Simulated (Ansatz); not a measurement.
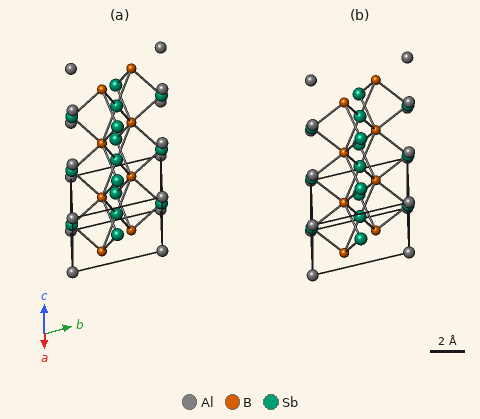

The structure of crystalline AlB₂Sb₃ (a generated structure, set up in P6/mmm) (coarse preliminary run) before (left) and after (right) a relaxation, at one scale.

Style: ball-and-stick. Shown: the cell of the calculation, repeated 1 × 1 × 3 with one cell outlined, from a free direction.

Method: DFT PBE, scalar-relativistic, plane waves, PAW in Ansatz 0.2.0. Settings: plane-wave cutoff 420 eV; k-point mesh 3 × 3 × 6; occupations gaussian; smearing width 0.1 eV; no spin polarisation; cell and atoms relaxed; force threshold 0.04 eV/Å; at most 70 steps.

**Summarise the run.**

Over 2 accepted moves (3 points after the start) the energy falls by 80.3 meV per atom. All forces vanish by symmetry, so only the cell relaxes. Pressure: 5.37 GPa at the start and −0.04 GPa at the end. At 1 point the geometry stayed and the basis and grid were re-selected for the new cell (energy shift of 1.3 meV per atom at most each time). The atoms keep their places relative to the cell (all moves are under 0.005 Å). The drawn cell changes as follows: a = b 6.175 → 6.629 Å (+7.3 %), c 3.469 → 3.221 Å (−7.1 %); the volume changes by +7.0 %. Some distances before and after: B–Sb 2.487 → 2.501 Å. Bond angles that change, for instance: Sb–B–Sb 88.4° → 80.2°, B–Sb–B 88.4° → 80.2°, B–Sb–B 91.6° → 99.8°. The space group stays P6/mmm (No. 191).
